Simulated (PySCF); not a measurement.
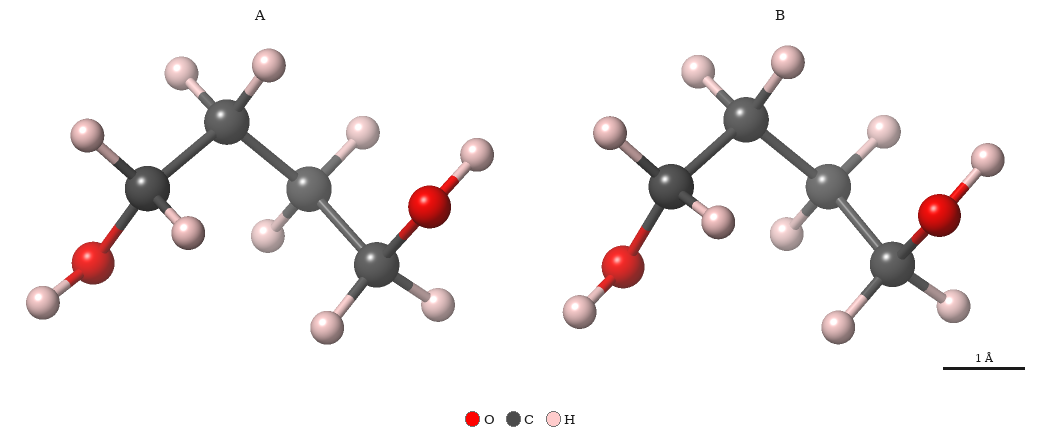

Two geometries of C$_{4}$H$_{10}$O$_{2}$, drawn at one scale. One is the start of a relaxation, the other its converged end. A ball-and-stick model, seen at a tilt.

The calculation used PBE0-D3(BJ)/def2-SVP geometry optimisation, gas phase (PySCF 2.14.0, density-fitted response routines). 

### Which geometry has the lower energy?

Structure B is the relaxed one. The start comes from MMFF94s. Over 7 geometry steps the energy falls by 1.89 kcal/mol. Largest force component: 1.1 eV/Å at the start, 0.011 eV/Å at the end. The largest move after the best rigid fit is that of an H atom, 0.24 Å. Largest moves by element: H 0.24 Å, O 0.18 Å, C 0.06 Å. Among the contacts that change: C–O 1.421 → 1.407 Å, C–H 1.094 → 1.108 Å, H–O 0.973 → 0.961 Å, C–C 1.534 → 1.526 Å. Bond angles that change, for instance: O–C–H 108.4° → 111.6°, C–C–O 110.7° → 113.6°, C–C–H 111.5° → 108.8°.
